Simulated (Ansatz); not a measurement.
**BClOSi: density, localisation and related maps**

```xyz
4

B     1.1043    1.2849    1.4273
Cl   -0.3521   -1.1336   -1.4841
O     0.3693    0.8992    0.4383
Si   -0.7661    0.7940   -0.8087
```

Geometry: B3LYP-D4/def2-TZVP.

The calculation used Ansatz 0.2.0, isolated molecule in a Gaussian basis; Kohn-Sham density functional theory, functional PBE0.

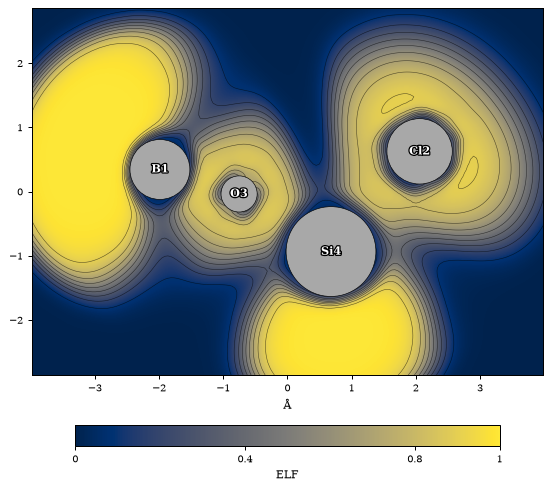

Figure 1. ELF on the molecular plane. Grey discs cover the atomic cores.

**Read the bonding off the picture.**

- The plane passes through B, Cl, O and Si nuclei.
- B–O (1.29 Å): the ELF peaks at about 0.90 between the atoms, as expected for a polar covalent bond.
- Si–O (1.69 Å): the ELF peaks at about 0.85 between the atoms: a shared but strongly polarised pair.
- Si–Cl (2.08 Å): the ELF peaks at about 0.85 between the atoms (a shared but strongly polarised pair).
- The ELF also peaks beside Si4, O3, B1 and Cl2, away from the bonds: lone-pair regions.

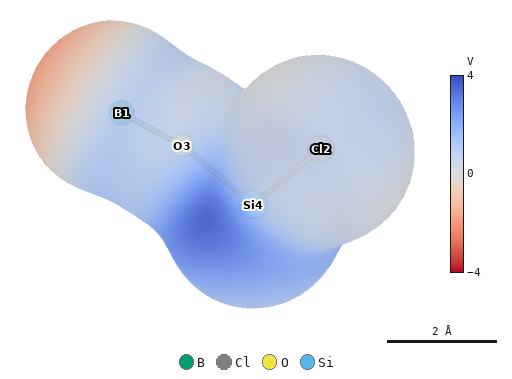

Figure 2. The electrostatic potential painted on the density surface at 0.004 e/bohr³, seen at a tilt; the colour scale runs from red (negative) to blue (positive).

**Describe the electrostatic potential map.**

The most negative region (about −1.8 V, or −42 kcal/mol for a unit charge) lies over O3, the most positive (about +3.5 V, or +81 kcal/mol for a unit charge) over Si4. Cl2 shows a σ-hole: about +0.7 V, or +16 kcal/mol for a unit charge at the tip opposite its bond, against about +0.2 V on its flanks. O3 is the likeliest acceptor of a hydrogen bond.

**What dipole moment does the calculation give?**

Its dipole moment is 2.84 D.

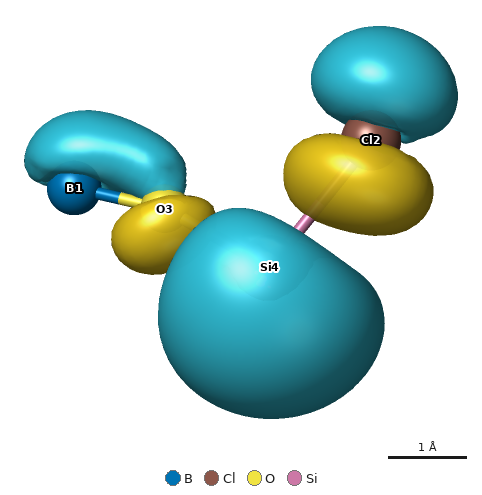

Figure 3. The HOMO−1 at ±0.1 Å⁻³ᐟ² (yellow and cyan are the two phases), seen at a tilt.

**Where does this orbital lie, and at what energy?**

By Hirshfeld shares it lies mainly on Si4 (about 65 %), Cl2 (about 25 %) and O3 (about 5 %); it is symmetric in the molecular plane (an in-plane orbital: σ, lone-pair or in-plane π type). Its energy is −8.54 eV.
